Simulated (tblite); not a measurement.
```xyz
17

C    -2.772    1.164    0.008
C    -1.908    0.259    0.430
P    -0.693   -0.417   -0.733
O    -0.815    0.022   -2.127
O    -0.897   -2.015   -0.581
C     0.916   -0.119    0.017
C     1.446   -0.610    1.241
C     2.689   -0.073    1.343
O     2.959    0.710    0.283
C     1.887    0.680   -0.513
H    -3.520    1.605    0.647
H    -2.745    1.488   -1.020
H    -1.882   -0.105    1.446
H    -0.991   -2.379   -1.463
H     0.961   -1.276    1.924
H     3.452   -0.166    2.090
H     1.908    1.246   -1.422
```

Where will the first 8 clear peaks of this molecule's radial distribution curve from gas electron diffraction lie, and which pairs make them?

Answer. Peak 1, 1.06 Å: O–H 0.96 Å, C–H 1.07–1.08 Å (×6), not resolved
Peak 2, 1.37 Å: C–C 1.32–1.42 Å (×4), O–C 1.34–1.35 Å (×2), P–O 1.47 Å, not resolved; in its flanks P–O 1.62 Å
Peak 3, 1.80 Å: P–C 1.80–1.81 Å (×2)
Peak 4, 2.20 Å: C···H 2.08–2.23 Å (×7), C···C 2.16–2.22 Å (×3), O···C 2.22 Å (×2), not resolved
Peak 5, 2.76 Å: O···O 2.56 Å, O···C 2.69–2.79 Å (×4), P···C 2.71–2.92 Å (×3), not resolved
Peak 6, 3.20 Å: O···C 3.11–3.28 Å (×3), C···H 3.14–3.37 Å (×9), P···H 3.16–3.25 Å (×2), not resolved
Peak 7, 3.95 Å: O···C 3.74–4.11 Å (×3), C···C 3.90–3.93 Å (×2), P···O 3.96 Å, P···C 3.98 Å, not resolved
Peak 8, 4.74 Å: O···C 4.51–4.93 Å (×3), O···O 4.53–4.80 Å (×2), C···C 4.70–4.74 Å (×3), not resolved

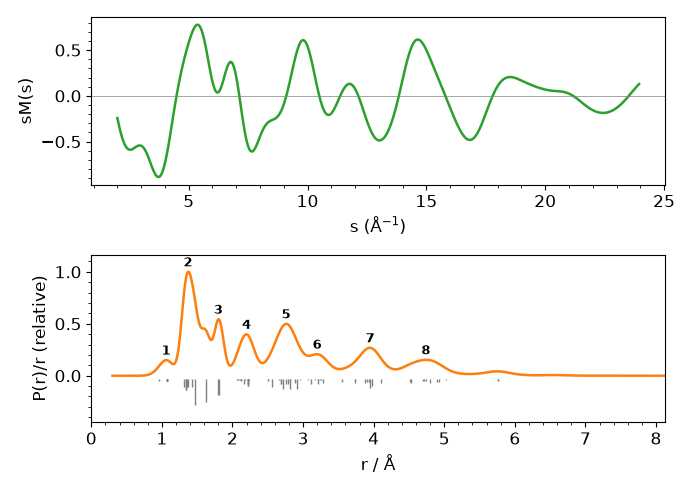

Simulated gas electron diffraction: reduced molecular intensity sM(s) from the Debye equation in the first Born approximation (top) and the radial distribution curve (bottom) of C₆H₇O₃P. Each pair of atoms contributes with weight ZᵢZⱼ/r (bars below the curve); damping constant 0.001 Å²; vibrational amplitudes assumed, not computed: 0.05 Å for bonds, 0.078 Å for bonds to H, 0.06 + 0.015 r up to 0.15 Å for other pairs. The geometry is the end point of an optimisation (tblite, GFN2-xTB geometry optimisation, gas phase); it may be a saddle point or a higher isomer.
